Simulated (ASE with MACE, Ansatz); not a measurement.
# Σ13 (510)[001] symmetric tilt boundary in W (64 atoms): boundary energy

What is the boundary energy of this cell, counted against the bulk crystal, and how far does it hang on functional and mesh?

Calculated with Ansatz 0.2.0: Kohn-Sham DFT, PBE, PAW (set soft_2), plane waves; cutoff 420 eV, fermi-dirac smearing of 0.1 eV. Cutoffs: 420 eV for PBE and PBEsol; 500 eV for r2SCAN.

**The cells**

The cell holds 64 atoms: 64 W. Its edges and angles: a = 6.370 Å, b = 8.275 Å, c = 20.922 Å, α = 90.0°, β = 90.0°, γ = 101.1°. It derives from W. The starting structure: Two grains of W, one the mirror image of the other in the boundary plane, two boundaries a cell; of 6 trial joints (lateral shifts, openings, close atoms taken out) the lowest after a short relaxation with the MACE-MP-0b2 potential was kept (shift [0, 0] of the surface cell, opening 0.00 Å, one of each pair under 1.66 Å removed), then its atoms and the cell's length along the normal were relaxed with that potential. Lattice constants are starting values near those of PBE.

The bulk reference is W2 in a cell of 2 atoms, 16.155 Å³ an atom.

The input of the single point on the relaxed cell:

```yaml
crystal:
  lattice:
    - [6.37, 0.0, 0.0]
    - [-1.5925, 8.12019, 0.0]
    - [0.0, 0.0, 20.92172]
  atoms:
    - { symbol: W, position: [0.09388, 0.37535, 0.99998] }
    - { symbol: W, position: [0.1945, 0.7776, 0.00017] }
    - { symbol: W, position: [0.28663, 0.14639, 0.06277] }
    - { symbol: W, position: [0.38668, 0.5468, 0.08001] }
    [... 58 atom lines left out ...]
    - { symbol: W, position: [0.94023, 0.76084, 0.58003] }
    - { symbol: W, position: [0.54033, 0.16127, 0.56279] }
kpoints:
  mp_grid: { grid: [6, 4, 2] }
hamiltonian:
  xc: pbe
scf:
  occupations: { method: fermi_dirac, width: 0.1 }
output:
  forces: true
  stress: true
  populations: true
  dos:
    method: { smearing: { sigma: 0.08 } }
    de: 0.1
    projected:
      site_lists:
        W: [W]
        lower_grain: [... 36 sites ...]
        upper_grain: [... 28 sites ...]
  eigenvalues: true
  write_density: true
  write_potential: true
  volumetric_format: npy
```

| cell | formula | k-mesh | relaxation steps | gain on relaxing (eV) | free energy, PBE (eV) | time of its runs on this page |
| --- | --- | --- | --- | --- | --- | --- |
| Sigma13 (510)[001] symmetric tilt boundary in W | W64 | 6×4×2 (relaxed on 4×3×1) | 6 | 2.65 | -664614.297 | 65 s |
| bulk W | W2 | 17×17×17 | - | - | -20769.662 | 9.3 s |

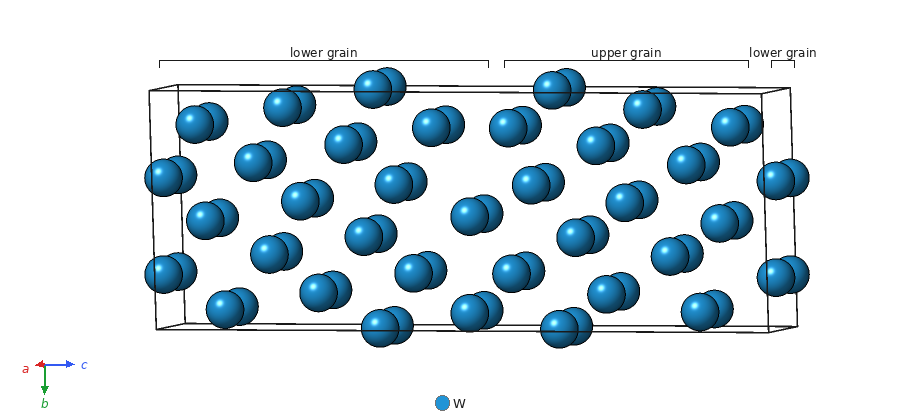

The relaxed cell. Some periodic images of atoms are drawn too.

**Boundary energy**

The excess is the cell's free energy less 32 times that of the bulk cell. It is divided by twice the area, as the cell holds two boundaries, so the value is their mean, and they need not be alike (51.73 Å²), with 1 eV/Å² = 16.022 J/m².

| level | k-mesh | excess (eV) | boundary energy (J/m²) | per area (meV/Å²) |
| --- | --- | --- | --- | --- |
| PBE | 6×4×2 | 14.881 | 2.305 | 143.8 |
| PBE, denser mesh | 7×6×2 | 14.866 | 2.302 | 143.7 |
| r2SCAN | 6×4×2 | 17.021 | 2.636 | 164.5 |
| PBEsol | 6×4×2 | 16.663 | 2.581 | 161.1 |

Worked for the first row at PBE: (-664614.297) − 32 × (-20769.662) = 14.881 eV (from unrounded energies).

Then 14.881 / (2 × 51.73) × 16.022 = 2.305 J/m².

**Findings**

At PBE the boundary energy is 2.30 J/m². At the same geometries the levels give 2.30 (PBE) to 2.64 J/m² (r2SCAN) and the denser mesh leaves it within 0.01 J/m². Relaxing the atoms lowered it by 0.410 J/m² from the start (on the 4×3×1 mesh of the relaxation), and the farthest atom moved 0.26 Å.

Limits: The cell edges were held, so the lattice is the typed one for every functional, and the length along the normal is the one that the machine-learned potential gave. Cell and bulk are sampled on unlike meshes, and the error grows with the number of atoms subtracted. These are free energies under a smearing of 0.1 eV, whose entropy term isn't removed. The joint was picked among a few trials by a machine-learned potential, and a lower one may exist. Spin–orbit coupling is left out, which matters for the levels of the heavy elements.

[Logs are printed without paths, hosts, clocks, repeated set-up lines and the standing remarks that a program may print on its own settings, such as how far it seeks lower states.]

[Hosts, paths, dates, database ids (printed as entryN), source tags and the programs' standing remarks are cut or masked in the printed files.]
